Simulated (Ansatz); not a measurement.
# Two runs on AlH2SClO

System: AlH2SClO.
Method of run A: RKS wB97X-V/def2-SVP (Ansatz 0.2.0).

Text and figures count atoms from 1; the logs count them from 0 in places.

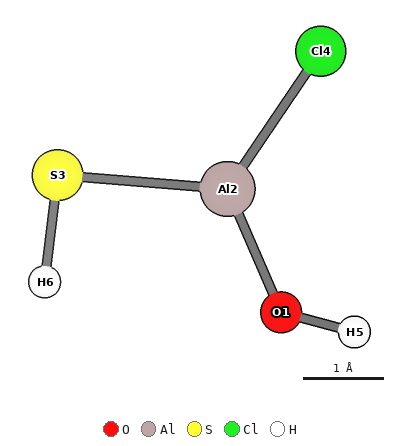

Figure 1. The structure (ball-and-stick view, seen on its broad side; atoms are numbered from 1 in the order of the input). Sticks mark near contacts. Bond lengths as drawn: Al–Cl 2.09 Å, Al–O 1.69 Å, Al–S 2.16 Å, H–O 0.96 Å and H–S 1.35 Å.

**Input file, run A**
```yaml
crystal:
  periodic: [false, false, false]
  atoms:
    - { symbol: O, position_ang: [0.277523, 1.271616, -0.535058] }
    - { symbol: Al, position_ang: [-0.350215, -0.240474, -0.113647] }
    - { symbol: S, position_ang: [0.79349, -1.482547, 1.234384] }
    - { symbol: Cl, position_ang: [-2.182078, -0.92805, -0.85565] }
    - { symbol: H, position_ang: [-0.101403, 1.935478, -1.11526] }
    - { symbol: H, position_ang: [1.775651, -0.562537, 1.340381] }
basis:
  gaussian: { orbitals: def2-SVP }
hamiltonian:
  xc: { name: wB97X-V }
output:
  forces: true
```

Command:
```bash
ansatz run input.yaml --threads 1 --pin off --max-ram 2560MiB --backend cpu --events-out ev --progress --plain --runs-dir out
```

Hardware: 1 thread of Arm Neoverse V2, 112 GiB of memory available, shared host.

**Output (run A)**
```
Engine: ansatz 0.2.0, aarch64-unknown-linux-gnu
Functional definition: wB97X-V
  parameter omega = 0.3/bohr
  parameter cx = 0.167
  parameter cx1 = 0.603
  parameter cx2 = 1.194
  parameter css0 = 0.556
  parameter css1 = -0.257
  parameter cos0 = 1.219
  parameter cos1 = -1.850
  parameter b = 6.0
  parameter c = 0.01
  exchange = spin_sum(e_x_unif_sr(omega)*poly(b97_u_x, 1 - cx, cx1, cx2)) + cx*exact_x_sr(omega) + exact_x_lr(omega)
  correlation = spin_sum(e_c_pw_same_spin*poly(b97_u_same, css0, css1))
      + integral(e_c_pw_opposite_spin*poly(b97_u_opposite, cos0, cos1)) + vv10(b, c)
710 factors; integrals over basis functions are off by at most 7.6e-4 eV
210 factors; integrals over basis functions are off by at most 9.8e-6 eV
mean field evaluation 1: about -32018.6614 eV, gradient 4.7e1 eV
mean field evaluation 2: about -32018.1440 eV, gradient 5.3e1 eV
mean field evaluation 4: about -32022.8745 eV, gradient 1.1e0 eV
mean field evaluation 8: about -32022.9463 eV, gradient 6.9e-2 eV
mean field evaluation 16: about -32022.9463 eV, gradient 8.3e-5 eV
mean field -32022.94632713 eV, -1176.8215715893 hartree, gradient 8.3e-5 eV, S^2 0.000000; 0 other end points of the search recorded, 0 dependent functions left out
the calculation of the forces begins
reference -32022.94632550 eV, -1176.8215715294 hartree; 28, 28 occupied and 50, 50 virtual orbitals, 710 factors
Total energy: -32022.94632550 eV, -1176.8215715294 hartree
Atom 0 at     0.277523     1.271616    -0.535058 Å, force    -0.000404    -0.000337    -0.000097 eV/Å
Atom 1 at    -0.350215    -0.240474    -0.113647 Å, force     0.000346     0.000582    -0.000025 eV/Å
Atom 2 at     0.793490    -1.482547     1.234384 Å, force     0.000062    -0.000187     0.000121 eV/Å
Atom 3 at    -2.182078    -0.928050    -0.855650 Å, force    -0.000446    -0.000109    -0.000238 eV/Å
Atom 4 at    -0.101403     1.935478    -1.115260 Å, force     0.000280    -0.000158     0.000257 eV/Å
Atom 5 at     1.775651    -0.562537     1.340381 Å, force     0.000161     0.000208    -0.000018 eV/Å
Dipole moment:     0.105510     0.406660    -0.151583 e Å
```

For run B the input was changed thus:
```diff
-    - { symbol: S, position_ang: [0.79349, -1.482547, 1.234384] }
-    - { symbol: Cl, position_ang: [-2.182078, -0.92805, -0.85565] }
+    - { symbol: S, position_ang: [-2.267494, -0.310587, 0.879892] }
+    - { symbol: Cl, position_ang: [0.670533, -2.020252, -0.525369] }
-    - { symbol: H, position_ang: [1.775651, -0.562537, 1.340381] }
+    - { symbol: H, position_ang: [-2.81562, -1.052227, -0.105919] }
```

How does run B compare with run A?

On the same kind of shared host run B took about 0.012 times as long.

**Output (run B)**
```
Engine: ansatz 0.2.0, aarch64-unknown-linux-gnu
Functional definition: wB97X-V
  parameter omega = 0.3/bohr
  parameter cx = 0.167
  parameter cx1 = 0.603
  parameter cx2 = 1.194
  parameter css0 = 0.556
  parameter css1 = -0.257
  parameter cos0 = 1.219
  parameter cos1 = -1.850
  parameter b = 6.0
  parameter c = 0.01
  exchange = spin_sum(e_x_unif_sr(omega)*poly(b97_u_x, 1 - cx, cx1, cx2)) + cx*exact_x_sr(omega) + exact_x_lr(omega)
  correlation = spin_sum(e_c_pw_same_spin*poly(b97_u_same, css0, css1))
      + integral(e_c_pw_opposite_spin*poly(b97_u_opposite, cos0, cos1)) + vv10(b, c)
710 factors; integrals over basis functions are off by at most 6.6e-4 eV
211 factors; integrals over basis functions are off by at most 8.9e-6 eV
mean field evaluation 1: about -32018.3024 eV, gradient 4.7e1 eV
mean field evaluation 2: about -32017.6976 eV, gradient 5.3e1 eV
mean field evaluation 4: about -32022.6023 eV, gradient 1.1e0 eV
mean field evaluation 8: about -32022.6737 eV, gradient 6.8e-2 eV
mean field evaluation 16: about -32022.6737 eV, gradient 1.1e-4 eV
mean field -32022.67373189 eV, -1176.8115538991 hartree, gradient 3.1e-5 eV, S^2 0.000000; 0 other end points of the search recorded, 0 dependent functions left out
the calculation of the forces begins
reference -32022.67373021 eV, -1176.8115538372 hartree; 28, 28 occupied and 50, 50 virtual orbitals, 710 factors
Total energy: -32022.67373021 eV, -1176.8115538372 hartree
Atom 0 at     0.277523     1.271616    -0.535058 Å, force     0.245201    -0.210753    -0.220133 eV/Å
Atom 1 at    -0.350215    -0.240474    -0.113647 Å, force     0.066742     0.131510    -0.096366 eV/Å
Atom 2 at    -2.267494    -0.310587     0.879892 Å, force    -0.402206     0.025569     0.110980 eV/Å
Atom 3 at     0.670533    -2.020252    -0.525369 Å, force     0.041696     0.132456    -0.029873 eV/Å
Atom 4 at    -0.101403     1.935478    -1.115260 Å, force     0.015717     0.067854     0.157025 eV/Å
Atom 5 at    -2.815620    -1.052227    -0.105919 Å, force     0.032850    -0.146636     0.078367 eV/Å
Dipole moment:    -0.220601     0.206333    -0.321744 e Å
```

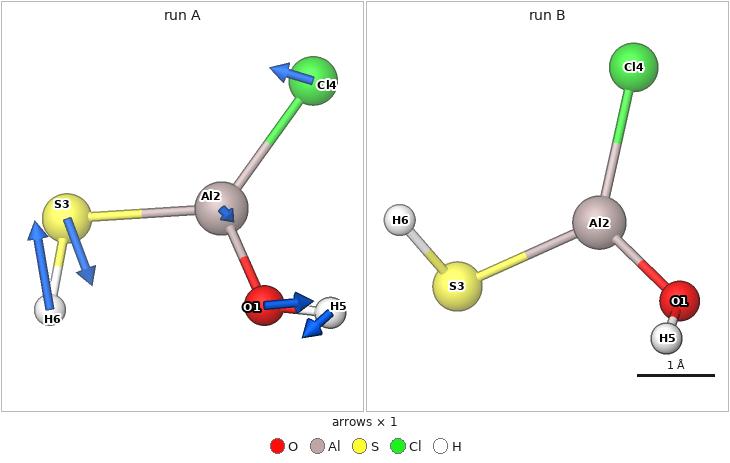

Figure 2. The two input geometries at one scale (ball-and-stick view, seen at a tilt). The blue arrows on the first give the shifts of the atoms after the best rigid fit, at true length. The atom that moves furthest after the best rigid fit is H6 (1.19 Å). Largest moves by element: H 1.19 Å, S 0.95 Å, O 0.68 Å, Cl 0.61 Å, Al 0.26 Å.

**The two runs side by side**

| quantity | run A | run B |
| --- | --- | --- |
| outcome | converged | converged |
| total energy (hartree) | – | −1176.811554 |
| largest force (eV/Å) | – | 0.418 |
| basis functions | – | 78 |
| wall time (shared host) | 14 min | 10 s |
